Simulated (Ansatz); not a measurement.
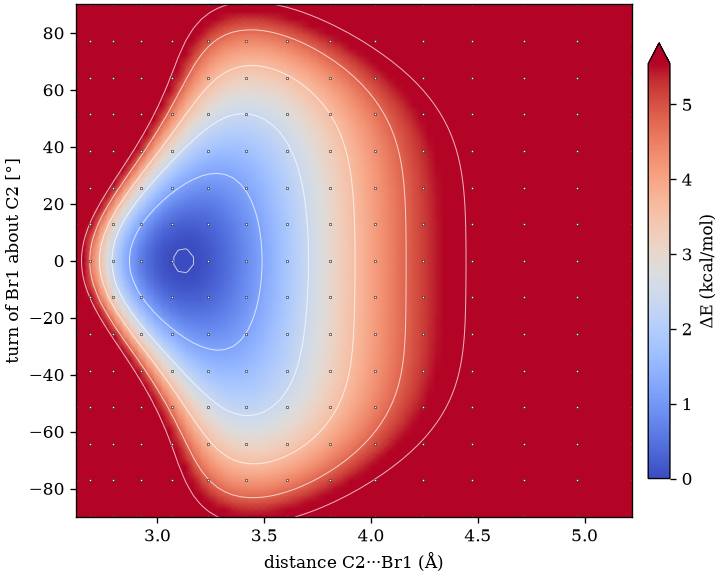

The pair Br···CH₃Cl, charge −1. 
- The turn is about an axis along (0.18, −0.98, 0.01) in the frame of the relaxed pair, normal to the line between the partners.
- Coordinates scanned: (1) distance C2···Br1; (2) turn of Br1 about C2.
- The grid has 15 × 15 points.
- Energies: kcal/mol, counted from the lowest grid point.
- These are results of RKS SPW92 (LDA)/def2-TZVPD (Ansatz), not measurements.

Drawn: a smooth colour map with a few white contour lines, dots at the grid points, one colour for all values above the top of the scale. Between grid points the surface is interpolated.

Where is the minimum, and how stiff is the well along each coordinate?

The interpolated minimum is at distance C2···Br1 ≈ 3.119 Å, turn of Br1 about C2 ≈ 0.0°. The curvatures there are about 1.2 eV/Å² and 0.54 eV/rad², with a cross term of about 0 eV/(Å·rad). Round the minimum the two coordinates are nearly uncoupled. (1 eV is 23.1 kcal/mol.)
